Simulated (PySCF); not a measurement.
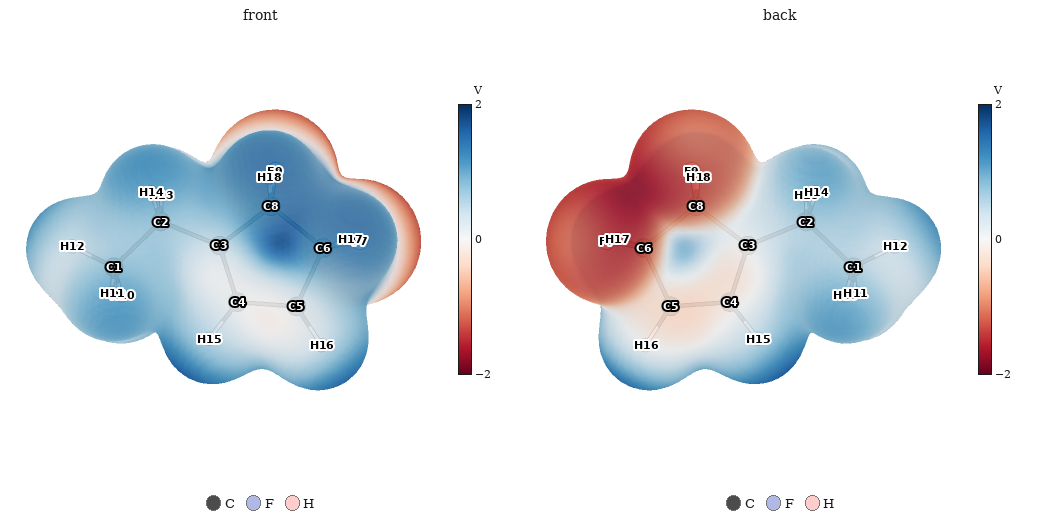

*C7H9F2 (doublet). The electrostatic potential painted on the density surface at 0.004 e/bohr³, seen from the front and from behind; red is negative and blue positive.*

Geometry: GFN2-xTB.

All numbers below come from UKS B3LYP, pcH-1 on C F H, non-relativistic, mean-field spin-orbit, GIAO in PySCF.

```yaml
atoms:
  - { symbol: C, position_ang: [2.4239, -0.2513, -0.8675] }
  - { symbol: C, position_ang: [1.3525, -0.8956, 0.0022] }
  - { symbol: C, position_ang: [0.0995, -0.1107, 0.0996] }
  - { symbol: C, position_ang: [-0.2401, 1.0982, -0.4800] }
  - { symbol: C, position_ang: [-1.5279, 1.4718, -0.1773] }
  - { symbol: C, position_ang: [-2.1891, 0.4316, 0.6680] }
  - { symbol: F, position_ang: [-3.2804, -0.1259, 0.0318] }
  - { symbol: C, position_ang: [-1.0727, -0.6235, 0.8945] }
  - { symbol: F, position_ang: [-1.4634, -1.8770, 0.4772] }
  - { symbol: H, position_ang: [2.0634, -0.1183, -1.8843] }
  - { symbol: H, position_ang: [2.7086, 0.7192, -0.4684] }
  - { symbol: H, position_ang: [3.3088, -0.8824, -0.8965] }
  - { symbol: H, position_ang: [1.1026, -1.8898, -0.3882] }
  - { symbol: H, position_ang: [1.7464, -1.0602, 1.0132] }
  - { symbol: H, position_ang: [0.4223, 1.6816, -1.0937] }
  - { symbol: H, position_ang: [-2.0469, 2.3454, -0.5191] }
  - { symbol: H, position_ang: [-2.5816, 0.8287, 1.6146] }
  - { symbol: H, position_ang: [-0.8346, -0.7354, 1.9623] }
```

Question: Describe the electrostatic potential map.

Answer: The most negative region (about −1.7 V) lies over F7 and F9, the most positive (about +1.6 V) over C6, C8 and H15.
